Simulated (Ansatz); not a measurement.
# Cl2GeH4OSi: trial inputs and their diagnosis

3 inputs were typed for Cl2GeH4OSi. Each is run as it stands; the log then has to tell whether the result can be used.

Program: Ansatz 0.2.0, Gaussian basis. Level of theory: the settings change from run to run. These are calculated values, not measurements.

## Step 1: The molecule

The structure was relaxed beforehand with PBE0-D4 in a triple-zeta def2 set.

SMILES `O[SiH](Cl)[GeH2][Cl]`, 9 atoms, charge 0, spin multiplicity 1.

Atoms are counted from 1 here; the program's logs count them from 0.

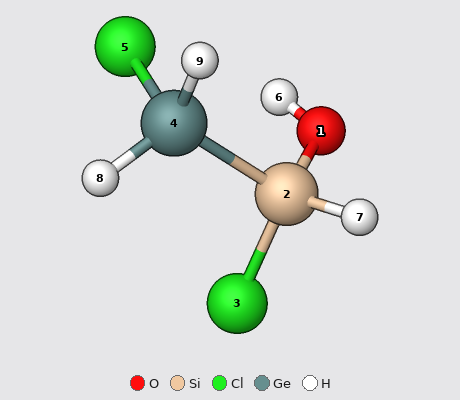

The structure; oxygen red, silicon light orange, chlorine green, germanium teal, hydrogen white; atoms are numbered from 1 in the order of the file.

## Step 2: Attempt 1

in.yaml reads:

```yaml
crystal:
  periodic: [false, false, false]
  atoms:
    - {symbol: O, position_ang: [1.220725, 1.568991, -0.053095]}
    - {symbol: Si, position_ang: [1.127860, -0.040799, 0.190810]}
    - {symbol: Cl, position_ang: [1.958174, -1.113648, -1.352846]}
    - {symbol: Ge, position_ang: [-1.191497, -0.612002, 0.255027]}
    - {symbol: Cl, position_ang: [-2.000306, 0.911027, -1.083645]}
    - {symbol: H, position_ang: [0.555899, 1.951027, -0.635173]}
    - {symbol: H, position_ang: [1.900784, -0.344007, 1.412131]}
    - {symbol: H, position_ang: [-1.581741, -1.965756, -0.351732]}
    - {symbol: Xx, position_ang: [-1.901499, -0.401133, 1.601625]}
basis:
  gaussian: {orbitals: def2-mTZVP}
hamiltonian: {xc: {name: PBE0-DH}}
accuracy: high
```

Started as:

```bash
$ ansatz run in.yaml --threads 4 --pin off --events-out ev --progress --plain --max-ram 10444MiB
```

What it wrote:

```text
Error: YAML parse error: error: line 12 column 16: `Xx` is not an element symbol (H … Og, case-exact)
  --> <input>:12:16
   |
10 |     - {symbol: H, position_ang: [1.900784, -0.344007, 1.412131]}
11 |     - {symbol: H, position_ang: [-1.581741, -1.965756, -0.351732]}
12 |     - {symbol: Xx, position_ang: [-1.901499, -0.401133, 1.601625]}
   |                ^ `Xx` is not an element symbol (H … Og, case-exact)
13 | basis:
14 |   gaussian: {orbitals: def2-mTZVP}
   |
```

Wall time 0.05 s (4 threads of Intel Xeon Platinum 8488C, shared host).

**Diagnosis.** Refused before any calculation. An element symbol is wrong. Fix: correct the symbol.

## Step 3: Attempt 2

in.yaml reads:

```yaml
crystal:
  periodic: [false, false, false]
  atoms:
    - {symbol: O, position_ang: [1.220725, 1.568991, -0.053095]}
    - {symbol: Si, position_ang: [1.127860, -0.040799, 0.190810]}
    - {symbol: Cl, position_ang: [1.958174, -1.113648, -1.352846]}
    - {symbol: Ge, position_ang: [-1.191497, -0.612002, 0.255027]}
    - {symbol: Cl, position_ang: [-2.000306, 0.911027, -1.083645]}
    - {symbol: H, position_ang: [0.555899, 1.951027, -0.635173]}
    - {symbol: H, position_ang: [1.900784, -0.344007, 1.412131]}
    - {symbol: H, position_ang: [-1.581741, -1.965756, -0.351732]}
    - {symbol: H, position_ang: [-1.901499, -0.401133, 1.601625]}
basis:
  gaussian: {orbitals: cc-pVDZ}
total_charge: -1
magnetization: {spin_polarized: true, initial_magnetization: 2}
hamiltonian: {xc: {name: B2GP-PLYP}}
scf: {lower_state_search: full}
output: {forces: true}
```

The command is unchanged.

What it wrote:

```text
Error: a molecule whose nuclei and cores have a total charge of 92 cannot have a net charge of -1 together with 2 unpaired electrons
```

It took 0.05 s on 4 threads of Intel Xeon Platinum 8488C, shared host.

What is wrong: Refused before any calculation. The number of unpaired electrons doesn't fit the electron count. Cure: make charge and initial_magnetization agree: an even electron count takes an even number of unpaired electrons.

## Step 4: Attempt 3

in.yaml reads:

```yaml
crystal:
  periodic: [false, false, false]
  atoms:
    - {symbol: O, position_ang: [1.123067, 1.443472, -0.048847]}
    - {symbol: Si, position_ang: [1.037631, -0.037535, 0.175545]}
    - {symbol: Cl, position_ang: [1.801520, -1.024556, -1.244619]}
    - {symbol: Ge, position_ang: [-1.096177, -0.563042, 0.234625]}
    - {symbol: Cl, position_ang: [-1.840282, 0.838145, -0.996954]}
    - {symbol: H, position_ang: [0.511427, 1.794945, -0.584359]}
    - {symbol: H, position_ang: [1.748722, -0.316487, 1.299161]}
    - {symbol: H, position_ang: [-1.455202, -1.808495, -0.323594]}
    - {symbol: H, position_ang: [-1.749379, -0.369042, 1.473495]}
basis:
  gaussian: {orbitals: def2-SVPD, final_grid: {core_spheres: 1, valence_spheres: 1, degree: 1}}
hamiltonian: {xc: {name: r2SCAN}}
```

Same command.

What it wrote, cut to the lines that bear on the results:

```text
Functional definition: r2SCAN
  name "r2SCAN"
  cite "Furness, Kaplan, Ning, Perdew & Sun, J. Phys. Chem. Lett. 11, 8208 (2020) doi:10.1021/acs.jpclett.0c02405"
  cite "Furness, Kaplan, Ning, Perdew & Sun, J. Phys. Chem. Lett. 11, 9248 (2020) doi:10.1021/acs.jpclett.0c03077"
  parent r2scan
[...]
1630 factors; their error is unknown
[...]
a density is far from that of the atoms, so the factors are made again for it
1888 factors; integrals over basis functions are off by at most 4.2e-5 eV
[...]
mean field -91830.68762440 eV, -3374.7155251211 hartree, gradient 3.8e-6 eV, S^2 0.000000; 8 other end points of the search recorded, 0 dependent functions left out
reference -91830.68763268 eV, -3374.7155254253 hartree; 46, 46 occupied and 125, 125 virtual orbitals, 1888 factors
Total energy: -91830.68763268 eV, -3374.7155254253 hartree
```

Run time: 56 s. Hardware: 4 threads of Intel Xeon Platinum 8488C, shared host; peak memory 0.54 GiB.

Diagnosis: The run converged, but a converged run isn't a right one. The integration grid is far too coarse. Its coordinates are also moved off the relaxed structure (shortest distance 0.89 Å, against 0.96 Å), and have to be restored too. Its energy carries the error of the grid. To mend it, drop final_grid and take the default grid.

## Step 5: How the tries ended

```
attempt               level      ended                                                            cause    time
      1  PBE0-DH/def2-mTZVP    refused                                       an element symbol is wrong  0.05 s
      2   B2GP-PLYP/cc-pVDZ    refused  the number of unpaired electrons doesn't fit the electron count  0.05 s
      3    r2SCAN/def2-SVPD  converged                           the integration grid is far too coarse    56 s
```

**Reading.** 2 refused, 1 converged. A refusal costs next to no computing time. The dangerous case is the input that converges on a wrong geometry, charge, spin, basis or grid: often only a look at the input shows it.
